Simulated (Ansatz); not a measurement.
**Run report: C$_{2}$H$_{11}$NOSi$_{2}$, geometry relaxation (part 3 of 3)**

The same run, continued: C$_{2}$H$_{11}$NOSi$_{2}$; RKS r2SCAN/STO-3G (Ansatz 0.2.0). It belongs to a series of runs on one base structure; here: end point B relaxed.

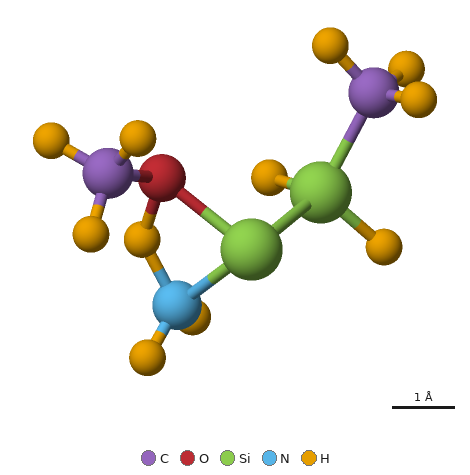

The geometry at step 23 of the log (ball-and-stick view, seen at a tilt).

Trajectory as extended XYZ, continued:
```
17
Properties=species:S:1:pos:R:3:forces:R:3 step=18 energy=-21285.24497
C     0.7139   -2.4287   -0.7187    0.0578  -0.1616  -0.1089
O     0.1327   -1.0919   -0.6768   -0.3013   0.0670  -0.3098
Si    1.1947    0.0767    0.2237    0.4707   0.3592   0.0362
N     1.3024    0.6818   -1.7099   -0.2693   0.4280  -0.4634
Si   -0.5478    1.5990    0.5455   -0.0698  -0.0106  -0.0810
C    -1.7108    1.2017    1.9775    0.0163  -0.0333  -0.0050
H     1.7458   -2.4627   -1.1403   -0.0293   0.0419   0.0068
H     0.0741   -3.0711   -1.3588    0.0070   0.0211  -0.0029
H     0.7627   -2.9092    0.2829   -0.0417   0.0955  -0.0104
H     0.8612    1.5753   -2.0927    0.4074  -0.4596   0.3090
H     0.5820   -0.1619   -1.8193   -0.0255  -0.4901   0.2905
H     2.1588    0.4926   -2.3059   -0.2439   0.1540   0.3288
H    -0.0530    2.9423    0.7993    0.0192  -0.0239   0.0003
H    -1.3958    1.7619   -0.6292    0.0015   0.0093   0.0134
H    -1.1727    1.1531    2.9314    0.0021  -0.0005  -0.0036
H    -2.2035    0.2332    1.8326   -0.0095   0.0020   0.0127
H    -2.4984    1.9568    2.0854    0.0084   0.0015  -0.0126
17
Properties=species:S:1:pos:R:3:forces:R:3 step=19 energy=-21285.32597
C     0.7163   -2.4017   -0.7591    0.0699  -0.2796  -0.1780
O     0.1440   -1.0566   -0.7394   -0.3743  -0.5710   0.7361
Si    1.2298    0.1185    0.2244    0.0216   0.4925  -0.2629
N     1.2845    0.6531   -1.6883    0.5656   0.4104  -0.2675
Si   -0.5504    1.6047    0.5371    0.0808  -0.0403   0.0693
C    -1.7076    1.2023    1.9741   -0.0054  -0.0012  -0.0127
H     1.7554   -2.4402   -1.1598   -0.0523   0.0812  -0.0075
H     0.0847   -3.0518   -1.3982   -0.0002   0.0197  -0.0228
H     0.7456   -2.8565    0.2540   -0.0822   0.1479  -0.0390
H     0.8273    1.5132   -2.0852    0.1433  -0.0319   0.1743
H     0.5855   -0.2797   -1.6651   -0.2672  -0.4071  -0.4789
H     2.1443    0.4774   -2.2739   -0.1271   0.1916   0.3124
H    -0.0488    2.9439    0.7969   -0.0265   0.0064   0.0037
H    -1.3975    1.7698   -0.6367    0.0169  -0.0235   0.0062
H    -1.1680    1.1578    2.9275    0.0128   0.0027  -0.0142
H    -2.2057    0.2350    1.8381    0.0180   0.0033  -0.0170
H    -2.4935    1.9596    2.0805    0.0063  -0.0011  -0.0014
17
Properties=species:S:1:pos:R:3:forces:R:3 step=20 energy=-21285.37679
C     0.7093   -2.4255   -0.7640    0.1587  -0.0596  -0.0346
O     0.1184   -1.0884   -0.7194    0.0630   0.4456   0.0208
Si    1.2176    0.1457    0.2028    0.0677   0.0370  -0.0146
N     1.2856    0.6548   -1.6952    0.1211  -0.3473   0.1811
Si   -0.5566    1.6235    0.5369    0.0165  -0.1064  -0.0554
C    -1.7027    1.2054    1.9774    0.0010   0.0214  -0.0133
H     1.7440   -2.4361   -1.1765   -0.0435   0.0005   0.0159
H     0.0799   -3.0776   -1.4027   -0.0070   0.0204  -0.0144
H     0.7512   -2.8769    0.2484   -0.0278   0.0199  -0.0228
H     0.8437    1.5189   -2.0789   -0.1248   0.1982  -0.0150
H     0.5825   -0.3073   -1.6806   -0.2201  -0.2694  -0.1455
H     2.1766    0.5164   -2.2299    0.0202   0.0151   0.0803
H    -0.0613    2.9664    0.7901   -0.0258  -0.0067   0.0153
H    -1.4010    1.7750   -0.6402   -0.0250   0.0154   0.0245
H    -1.1565    1.1747    2.9275   -0.0004   0.0041  -0.0081
H    -2.1849    0.2289    1.8485    0.0275   0.0178  -0.0283
H    -2.4998    1.9510    2.0828   -0.0013  -0.0059   0.0141
17
Properties=species:S:1:pos:R:3:forces:R:3 step=21 energy=-21285.39609
C     0.7084   -2.4099   -0.7711    0.0425  -0.0596  -0.0061
O     0.1101   -1.0745   -0.7067   -0.0117   0.1285  -0.0085
Si    1.2237    0.1604    0.2005    0.0280  -0.0240   0.0229
N     1.2847    0.6273   -1.6894    0.0635   0.0065   0.0200
Si   -0.5601    1.6215    0.5257   -0.0327   0.0473   0.0027
C    -1.6938    1.2045    1.9744    0.0129  -0.0224  -0.0042
H     1.7427   -2.4086   -1.1820   -0.0201   0.0084   0.0196
H     0.0812   -3.0536   -1.4204    0.0054   0.0083  -0.0058
H     0.7456   -2.8696    0.2365   -0.0018  -0.0110  -0.0124
H     0.8599    1.5086   -2.0625   -0.0121   0.0516  -0.0162
H     0.5557   -0.3401   -1.6727   -0.1082  -0.1272   0.0311
H     2.1904    0.4945   -2.1975    0.0371   0.0120  -0.0355
H    -0.0812    2.9698    0.7800    0.0039   0.0018  -0.0054
H    -1.4191    1.7719   -0.6407   -0.0010  -0.0138  -0.0022
H    -1.1396    1.1816    2.9200   -0.0113  -0.0050  -0.0031
H    -2.1652    0.2227    1.8487   -0.0010   0.0074   0.0050
H    -2.4974    1.9425    2.0840    0.0067  -0.0087  -0.0019
17
Properties=species:S:1:pos:R:3:forces:R:3 step=22 energy=-21285.39997
C     0.7033   -2.4014   -0.7707    0.0141  -0.0377  -0.0198
O     0.1023   -1.0651   -0.6981   -0.0326  -0.0131   0.0463
Si    1.2279    0.1737    0.1998    0.0147  -0.0125   0.0114
N     1.2863    0.6175   -1.6900    0.0477   0.0528  -0.0184
Si   -0.5615    1.6302    0.5204    0.0106   0.0014  -0.0104
C    -1.6851    1.1976    1.9722    0.0003   0.0102  -0.0003
H     1.7443   -2.3898   -1.1620   -0.0106   0.0041   0.0141
H     0.0889   -3.0360   -1.4411    0.0080   0.0136   0.0071
H     0.7223   -2.8734    0.2313   -0.0081   0.0015  -0.0067
H     0.8725    1.5073   -2.0597    0.0206  -0.0185  -0.0097
H     0.5364   -0.3589   -1.6547   -0.0245  -0.0100  -0.0096
H     2.1952    0.4813   -2.1945   -0.0223   0.0174  -0.0090
H    -0.0907    2.9823    0.7700   -0.0142   0.0007   0.0014
H    -1.4242    1.7661   -0.6450   -0.0011  -0.0022   0.0066
H    -1.1285    1.1784    2.9164   -0.0030  -0.0026  -0.0017
H    -2.1477    0.2118    1.8469    0.0032   0.0012  -0.0071
H    -2.4955    1.9273    2.0856   -0.0028  -0.0061   0.0058
17
Properties=species:S:1:pos:R:3:forces:R:3 step=23 energy=-21285.40079
C     0.6985   -2.3971   -0.7654   -0.0018  -0.0198  -0.0199
O     0.0989   -1.0592   -0.6878    0.0013  -0.0173   0.0097
Si    1.2350    0.1777    0.2009   -0.0138   0.0208  -0.0268
N     1.2879    0.6176   -1.6912   -0.0377  -0.0285   0.0267
Si   -0.5582    1.6319    0.5160   -0.0005   0.0235   0.0210
C    -1.6781    1.1921    1.9683   -0.0027  -0.0041   0.0022
H     1.7458   -2.3825   -1.1387   -0.0074  -0.0024   0.0081
H     0.0934   -3.0224   -1.4526    0.0102   0.0106   0.0097
H     0.6994   -2.8794    0.2319   -0.0069   0.0070  -0.0076
H     0.8781    1.5086   -2.0606   -0.0022   0.0082  -0.0075
H     0.5278   -0.3584   -1.6486    0.0232   0.0276   0.0129
H     2.1917    0.4772   -2.2015    0.0288  -0.0073  -0.0219
H    -0.1000    2.9884    0.7655    0.0000  -0.0009  -0.0019
H    -1.4256    1.7621   -0.6465    0.0098  -0.0110  -0.0033
H    -1.1206    1.1723    2.9119   -0.0004  -0.0021   0.0009
H    -2.1347    0.2040    1.8395   -0.0020  -0.0026   0.0000
H    -2.4931    1.9160    2.0858    0.0023  -0.0017  -0.0023
17
Properties=species:S:1:pos:R:3:forces:R:3 step=24 energy=-21285.40111
C     0.6957   -2.3945   -0.7628   -0.0070   0.0082   0.0052
O     0.0977   -1.0555   -0.6840    0.0023  -0.0062  -0.0031
Si    1.2370    0.1845    0.1984    0.0233  -0.0062  -0.0043
N     1.2891    0.6156   -1.6955   -0.0250   0.0007  -0.0055
Si   -0.5561    1.6376    0.5188   -0.0075   0.0045  -0.0139
C    -1.6752    1.1889    1.9692   -0.0009  -0.0103  -0.0005
H     1.7486   -2.3797   -1.1196   -0.0066  -0.0045   0.0040
H     0.0992   -3.0133   -1.4629    0.0071   0.0067   0.0056
H     0.6796   -2.8829    0.2315   -0.0011   0.0029  -0.0091
H     0.8811    1.5062   -2.0693   -0.0001  -0.0057   0.0023
H     0.5259   -0.3578   -1.6468    0.0226   0.0142   0.0039
H     2.1917    0.4702   -2.2088   -0.0120  -0.0050   0.0159
H    -0.1078    2.9975    0.7670    0.0047  -0.0053  -0.0017
H    -1.4211    1.7570   -0.6465   -0.0022   0.0054   0.0030
H    -1.1186    1.1690    2.9133    0.0002  -0.0003   0.0012
H    -2.1260    0.1985    1.8366   -0.0015  -0.0002   0.0014
H    -2.4946    1.9076    2.0882    0.0037   0.0010  -0.0042
17
Properties=species:S:1:pos:R:3:forces:R:3 step=25 energy=-21285.40128
C     0.6932   -2.3933   -0.7585   -0.0046   0.0100   0.0076
O     0.0982   -1.0531   -0.6815    0.0210  -0.0028  -0.0068
Si    1.2403    0.1864    0.1975   -0.0031   0.0069  -0.0001
N     1.2866    0.6183   -1.6963    0.0070  -0.0034  -0.0139
Si   -0.5539    1.6385    0.5171    0.0051  -0.0135  -0.0001
C    -1.6725    1.1844    1.9663   -0.0025   0.0037  -0.0007
H     1.7485   -2.3812   -1.1080   -0.0029  -0.0034   0.0019
H     0.0999   -3.0093   -1.4634    0.0012  -0.0002   0.0003
H     0.6690   -2.8831    0.2347    0.0001  -0.0016  -0.0036
H     0.8755    1.5072   -2.0705   -0.0020  -0.0051   0.0047
H     0.5279   -0.3556   -1.6459   -0.0075   0.0072  -0.0023
H     2.1883    0.4741   -2.2113   -0.0092  -0.0040   0.0096
H    -0.1050    2.9980    0.7663   -0.0039  -0.0016   0.0036
H    -1.4187    1.7583   -0.6482   -0.0001   0.0056   0.0022
H    -1.1163    1.1629    2.9106    0.0003   0.0002  -0.0006
H    -2.1227    0.1940    1.8315    0.0021   0.0020  -0.0026
H    -2.4923    1.9023    2.0864   -0.0007  -0.0001   0.0008
17
Properties=species:S:1:pos:R:3:forces:R:3 step=26 energy=-21285.40106 accepted=F
C     0.6933   -2.3916   -0.7547   -0.0056  -0.0016  -0.0022
O     0.1014   -1.0507   -0.6815   -0.0080  -0.0183   0.0378
Si    1.2434    0.1886    0.1974   -0.0364   0.0202  -0.1013
N     1.2842    0.6171   -1.7034    0.0344   0.0128   0.0636
Si   -0.5520    1.6402    0.5196    0.0161  -0.0116  -0.0072
C    -1.6727    1.1817    1.9655   -0.0022   0.0009   0.0028
H     1.7510   -2.3824   -1.0967    0.0033  -0.0048   0.0006
H     0.1035   -3.0060   -1.4641    0.0013  -0.0007   0.0018
H     0.6606   -2.8822    0.2379    0.0020  -0.0024   0.0005
H     0.8717    1.5042   -2.0799    0.0032   0.0053   0.0046
H     0.5282   -0.3545   -1.6493    0.0050  -0.0011   0.0018
H     2.1866    0.4718   -2.2168   -0.0125   0.0002  -0.0060
H    -0.1036    2.9986    0.7745   -0.0007   0.0009   0.0053
H    -1.4160    1.7659   -0.6457    0.0006   0.0007  -0.0013
H    -1.1178    1.1567    2.9105   -0.0010  -0.0004  -0.0005
H    -2.1229    0.1920    1.8264    0.0003   0.0003  -0.0005
H    -2.4925    1.8995    2.0869    0.0001  -0.0004   0.0003
17
Properties=species:S:1:pos:R:3:forces:R:3 step=27 energy=-21285.40137
C     0.6934   -2.3930   -0.7562   -0.0031   0.0063   0.0006
O     0.1000   -1.0523   -0.6809    0.0077  -0.0009   0.0029
Si    1.2419    0.1881    0.1961   -0.0033   0.0032  -0.0105
N     1.2854    0.6185   -1.6990   -0.0032   0.0058   0.0072
Si   -0.5528    1.6389    0.5176    0.0018  -0.0026   0.0016
C    -1.6725    1.1829    1.9654   -0.0006  -0.0008  -0.0005
H     1.7496   -2.3829   -1.1027    0.0010  -0.0012   0.0007
H     0.1013   -3.0081   -1.4628   -0.0009  -0.0014  -0.0008
H     0.6656   -2.8832    0.2366   -0.0002  -0.0007   0.0012
H     0.8738    1.5068   -2.0736   -0.0003  -0.0005   0.0016
H     0.5276   -0.3541   -1.6472   -0.0022  -0.0061  -0.0022
H     2.1863    0.4730   -2.2143    0.0037  -0.0034  -0.0026
H    -0.1042    2.9977    0.7707   -0.0004  -0.0001   0.0027
H    -1.4175    1.7630   -0.6473    0.0005   0.0019  -0.0004
H    -1.1168    1.1596    2.9100   -0.0004  -0.0001  -0.0008
H    -2.1228    0.1930    1.8284    0.0002   0.0007  -0.0006
H    -2.4921    1.9010    2.0862   -0.0003   0.0000   0.0000
```

This output came from the following input.

Input:
```yaml
crystal:
  periodic: [false, false, false]
  atoms:
    - { symbol: C, position_ang: [0.4877, -2.324, -0.2163] }
    - { symbol: O, position_ang: [0.2429, -1.181, -1.1042] }
    - { symbol: Si, position_ang: [0.7882, 0.314, -0.6654] }
    - { symbol: "N", position_ang: [1.4533, 0.9695, -2.1231] }
    - { symbol: Si, position_ang: [-0.8226, 1.5782, 0.3709] }
    - { symbol: C, position_ang: [-1.4233, 0.6944, 1.8837] }
    - { symbol: H, position_ang: [1.5321, -2.4839, -0.0772] }
    - { symbol: H, position_ang: [0.0238, -3.1451, -0.6949] }
    - { symbol: H, position_ang: [-0.0469, -2.0959, 0.7799] }
    - { symbol: H, position_ang: [1.97183, 1.68389, -1.57321] }
    - { symbol: H, position_ang: [0.6067, 0.924, -2.7719] }
    - { symbol: H, position_ang: [2.105, 0.3366, -2.4744] }
    - { symbol: H, position_ang: [-0.337, 2.9411, 0.7776] }
    - { symbol: H, position_ang: [-1.9899, 1.8282, -0.526] }
    - { symbol: H, position_ang: [-0.6106, 0.4787, 2.5973] }
    - { symbol: H, position_ang: [-1.8547, -0.2539, 1.6366] }
    - { symbol: H, position_ang: [-2.1804, 1.2841, 2.4075] }
basis:
  gaussian: { orbitals: STO-3G }
hamiltonian:
  xc: r2scan
relax:
  f_tol: 0.02
  max_steps: 50
```

Run as:
```bash
ansatz run input.yaml --threads 1 --pin off --max-ram 2048MiB --backend cpu --events-out ev --progress --plain --runs-dir out
```

Results in brief:

```tsv
quantity	value
outcome	converged
total energy	−21285.4014 eV
mean-field energy	−21285.4014 eV
largest force (length of the vector) at the end	0.011 eV/Å
hardware	1 thread of Arm Neoverse V1, 24 GiB of memory available, shared host
wall time	3.3 min
peak memory	0.18 GiB
```
